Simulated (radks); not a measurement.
Rb²⁺ (Z = 37, 35 electrons) in the configuration [Ar] 3d10 4s2 4p5. Level of theory: scalar-relativistic Kohn-Sham, PBE, spin-unpolarised, spherical densities, finite nucleus. Computed with the in-house radial solver radks.

```
Z 37
configuration [Ar] 3d10 4s2 4p5
relativity scalar-relativistic
functional pbe,pbe
spin unpolarised
nucleus finite rms 4.2036 fm
c 137.035999084
```

The run was one of a batch (task.json lists them), launched with:
```bash
python run_ks.py task.json out
```

Wanted: the number of electrons inside radius r (solid) and the radial density 4πr²ρ (dashed).

The count levels off at 35 electrons. Half of them lie within 0.441 bohr, 90 % within 1.51 bohr and 99 % within 2.66 bohr. The radial density has minima at 0.0581 and 0.264 bohr, where the count stands at 2.1 and 11.1; these part the shells that the density resolves.

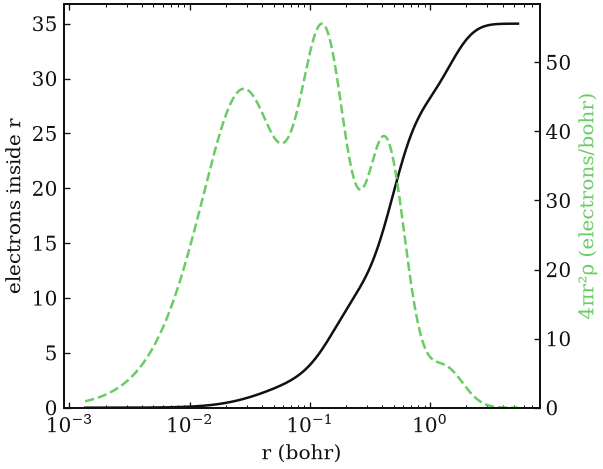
